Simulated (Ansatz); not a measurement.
# Bi2As, from a guessed structure to a relaxed one, part 2 of 2

This structure for Bi2As is made up. Its elements were placed in a known structure type with a cell scaled to their sizes. What cell does the guess relax to, and how far off was it?

Ansatz 0.2.0; DFT, PBE, plane-wave PAW, files of the set soft_1, scalar-relativistic, no spin, cell and ions relaxed at zero pressure; PAW set soft_1 (the session's first sound run).

So far: Set-up; Relaxing cell and atoms. The relaxed cell has a = 4.392, c = 18.595 Å (conventional setting).

**3. Electronic structure of the relaxed cell**

With the geometry fixed, one more self-consistent run, with a narrower smearing and the mesh shown in its input, gives the bands, and its pressure, and its forces where symmetry allows any, show how far the geometry depends on these settings.

This step: DFT, PBE, plane-wave PAW, files of the set soft_1, scalar-relativistic, no spin, bands and density of states at the relaxed cell; PAW set soft_1 (Ansatz 0.2.0).

input.yaml

```yaml
crystal:
  lattice:
    - [-2.1958729991, 2.1958729991, 9.2976669655]
    - [2.1958729991, -2.1958729991, 9.2976669655]
    - [2.1958729991, 2.1958729991, -9.2976669655]
  atoms:
    - { symbol: Bi, position: [0.3228462257, 0.3228462257, 0.0] }
    - { symbol: Bi, position: [0.6771537743, 0.6771537743, 0.0] }
    - { symbol: Bi, position: [0.5, 0.0, 0.5] }
    - { symbol: Bi, position: [0.0, 0.5, 0.5] }
    - { symbol: As, position: [0.1701052825, 0.1701052825, 0.0] }
    - { symbol: As, position: [0.8298947175, 0.8298947175, 0.0] }
kpoints:
  mp_grid: { grid: [10, 10, 10] }
  band_path:
    path:
      - [[0.0, 0.0, 0.0], [-0.5, 0.5, 0.0], [-0.5, 0.5, -0.02788923], [-0.26394461, 0.26394461, -0.26394461], [0.0, 0.0, 0.0], [0.5, 0.5, -0.5], [0.26394461, 0.73605539, -0.73605539], [0.0, 0.5, -0.5], [-0.25, 0.75, -0.25], [0.02788923, 0.97211077, -0.5], [0.5, 0.5, -0.5]]
      - [[-0.5, 0.5, 0.0], [-0.25, 0.75, -0.25]]
    npoints: 7
scf:
  occupations: { method: fermi_dirac, width: 0.03 }
  n_extra_bands: 10
hamiltonian:
  xc: pbe
  pseudopotentials: { kind: paw, azcp: { folder: soft_1 } }
output:
  forces: true
  stress: true
  write_bands: true
  dos: { projected: true }
  write_density: true
  write_potential: true
  elf: true
  volumetric_format: npy
```

Command:

```sh
> ansatz run input.yaml --threads 4 --pin off --max-ram 10240MiB --backend cpu --events-out ev --progress --plain --runs-dir out
```

Numbers of over 12 decimals in the logs are rounded to 6 here.

The log of the run:

```text
[...]
Crystal: 6 atoms, lattice volume = 179.328 Å³
Basis set: ecut = 420 eV, 3559 PW (Γ), FFT grids on a1−a2, a2, a1+a3, exchange–correlation on 90×144×60 points (8 copies of the dense FFT grid, shifted against one another)
Bands: 55, of which v1, the nominal top of the filled ones, is band 45 counted from 1 (44 counted from 0)
Symmetry: 16 space group operations
[...]
k-points: 102 of 1000
[...]
SCF iter   1: F=—  HF=-59308.246347 eV  |F-HF|=—  |Δ(HF+E_count)|=         —  Δρ=1.58e-2  dr2=9.25e-1  ethr=3.10e-3  ⟨swp⟩=7.2  Hψ=22233  notcnv=0  defer=8
[...]
SCF iter   9: F=-59308.074097 eV  HF=-59308.074097 eV  |F-HF|=1.81e-8  |Δ(HF+E_count)|=   1.24e-7  Δρ=4.02e-6  dr2=6.48e-8  ethr=1.11e-10  ⟨swp⟩=14.7  Hψ=39769  notcnv=0
SCF 1 converged in 9 iterations: F = -59308.074097 eV  dr2 = 6.48e-8
[...]
NSCF: frozen V_eff on 79 k-points
SCF converged after 9 iterations
Free energy (F): -59308.074097 eV
[...]
Internal energy: -59308.061451 eV  (E = F + TS)
E sigma→0 (E₀):  -59308.067774 eV
Entropy (-TS):   -0.012646 eV (-2.108 meV/atom)
Fermi energy:    10.077517 eV
[...]
--- Forces (eV/Å), atoms counted from 1 ---
  atom   1  Bi     0.00000000     0.00000000    -0.02926318
  atom   2  Bi     0.00000000     0.00000000     0.02926318
  atom   3  Bi     0.00000000     0.00000000    -0.00000000
  atom   4  Bi     0.00000000     0.00000000     0.00000000
  atom   5  As     0.00000000     0.00000000     0.01941117
  atom   6  As     0.00000000     0.00000000    -0.01941117
  max |Σ_I F_I| component: 6.94e-18 eV/Å
--- Stress (GPa, compression-positive) ---
       -0.020484       0.000000      -0.000000
        0.000000      -0.020484      -0.000000
        0.000000      -0.000000      -0.048645
  P = ⅓ Tr σ = -0.0299 GPa (-0.299 kbar)
--- Band table (eV; the first three rows and the last of 102) ---
  k-point 0: bands = [... 41 lower, 7.2140, 8.6847, 8.6847, 9.6606, 11.4091, 12.7305, 13.3360, 13.3613, ... 6 higher]
  k-point 1: bands = [... 41 lower, 7.7402, 8.7606, 9.1146, 9.4277, 11.3173, 11.8524, 13.0803, 13.0817, ... 6 higher]
  k-point 2: bands = [... 41 lower, 8.7904, 9.3260, 9.3339, 10.3656, 10.6503, 10.7933, 10.8107, 10.9870, ... 6 higher]
  k-point 101: bands = [... 41 lower, 8.3066, 8.3066, 9.4475, 9.5441, 10.8647, 11.4987, 13.3412, 13.4580, ... 6 higher]
```

Wall time 21 s (4 threads of Arm Neoverse V2, shared host); peak memory 1.1 GiB.

The column dr2 measures how far the density is from self-consistency, as an energy; F and HF (Harris–Foulkes) agree once it is small.

This step gave:

| Quantity | Value |
| --- | --- |
| free energy | -59308.0741 eV |
| energy at zero smearing | -59308.0678 eV |
| smearing term TS | 0.01265 eV |
| Fermi energy | 10.08 eV |
| pressure | -0.02987 GPa |

From bands.tsv, the bands that come nearest the Fermi level along the path, at its corners, in eV from the Fermi level:

```tsv
point	band 42	band 43	band 44	band 45	band 46	band 47	band 48	band 49
Γ	-2.86	-1.39	-1.39	-0.42	1.33	2.65	3.26	3.28
X	-3.44	-2.23	-1.51	-0.49	0.09	1.55	2.88	4.06
Y	-3.38	-2.28	-1.50	-0.45	0.10	1.56	2.85	4.06
S	-0.82	-0.79	-0.21	-0.09	-0.01	0.26	0.33	0.36
Γ	-2.86	-1.39	-1.39	-0.42	1.33	2.65	3.26	3.28
Z	-1.77	-1.77	-0.63	-0.53	0.79	1.42	3.26	3.38
S1	-0.82	-0.79	-0.21	-0.09	-0.01	0.26	0.33	0.36
N	-1.04	-0.51	-0.49	-0.28	-0.04	-0.03	0.16	0.73
P	-3.65	-1.92	-1.86	-0.21	-0.21	2.05	2.30	4.55
Y1	-3.38	-2.28	-1.50	-0.45	0.10	1.56	2.85	4.06
Z	-1.77	-1.77	-0.63	-0.53	0.79	1.42	3.26	3.38
X	-3.44	-2.23	-1.51	-0.49	0.09	1.55	2.88	4.06
P	-3.65	-1.92	-1.86	-0.21	-0.21	2.05	2.30	4.55
```

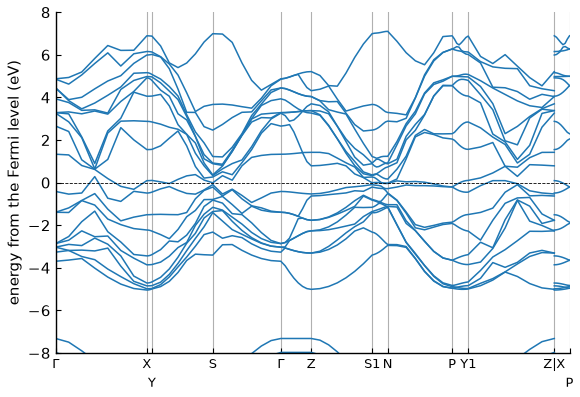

Bands along the path. 34 bands lie wholly below the window drawn.

Counts of states for the cell as run, both spins, by energy window (eV from the Fermi level):

```csv
from,to,total
-8,-7,0.30
-7,-6,0.00
-6,-5,0.00
-5,-4,1.97
-4,-3,3.86
-3,-2,4.05
-2,-1,4.45
-1,0,3.68
0,1,3.19
1,2,3.33
2,3,4.03
3,4,4.21
```

A further 71.7 states lie below the table's range.

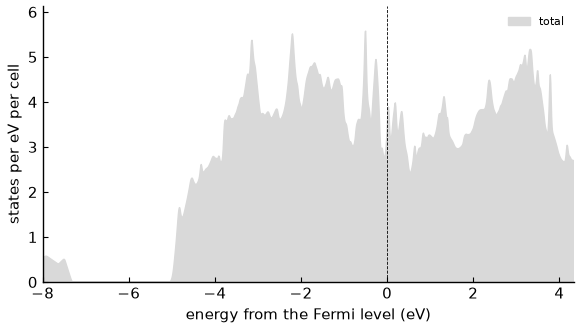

Total density of states, smoothed over about 0.04 eV.

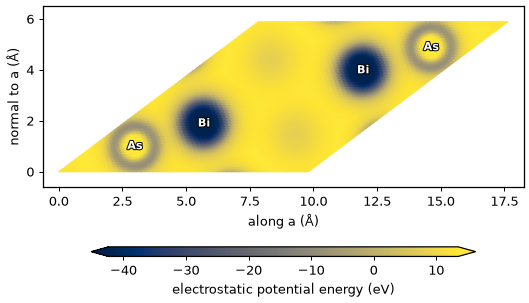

Electrostatic potential energy in the ab plane of the cell as run, not the conventional one, at fractional z = 0.000, with atoms of Bi and As within 0.2 Å of it. With pseudopotentials it is smooth inside the atoms' cores, unlike the true potential.

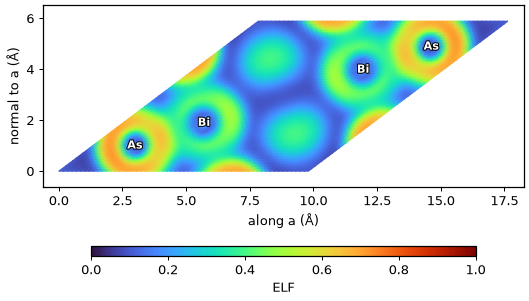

ELF in the ab plane of the cell as run, not the conventional one, at fractional z = 0.000, with atoms of Bi and As within 0.2 Å of it. It is the smooth field of the valence electrons, not physical close to the nuclei.

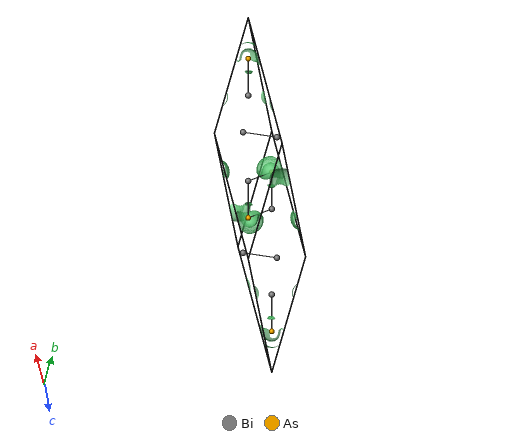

Surface of ELF = 0.64. Drawn on the cell as run, not the conventional one.

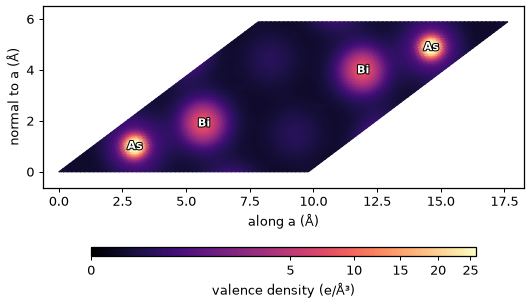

Valence density in the ab plane of the cell as run, not the conventional one, at fractional z = 0.000, with atoms of Bi and As within 0.2 Å of it. It is the smooth field of the valence electrons, not physical close to the nuclei. The colour scale is stretched toward low values.

**4. Outcome**

```json
{"space group, relaxed": "I4/mmm", "conventional cell": "a = 4.392, b = 4.392, c = 18.595 Å; α = 90.0°, β = 90.0°, γ = 90.0°", "volume per atom": "29.89 Å³ (guess 26.10)"}
```

**Reading.** Bi2As relaxes to I4/mmm with a = 4.392, b = 4.392 and c = 18.595 Å. The guessed volume was 13 % too small. The space group I4/mmm was held in the relaxation, so the end point is a stationary structure within it and may be a saddle against distortions or other arrangements. Bands cross the Fermi level, so it is a metal or semimetal at this level. On the 10×10×10 mesh with the narrower smearing (relaxed on 9×9×9) the largest force component is 0.029 eV/Å and the largest stress component is 0.049 GPa, against the relaxation's thresholds of 0.015 eV/Å and 0.05 GPa. The cutoff wasn't tested. A vector of the cell changed its length by 9 %, more than the volume shows. Spin-orbit coupling is left out, which can matter for elements this heavy. No dispersion term is used, so weakly bound directions may come out too long. Nothing here tests whether the compound is stable against decomposition.

[Logs are printed without paths, hosts, clocks, repeated set-up lines and the standing remarks that a program may print on its own settings, such as how far it seeks lower states.]

[Hosts, paths, dates, database ids (printed as entryN), source tags and the programs' standing remarks are cut or masked in the printed files.]
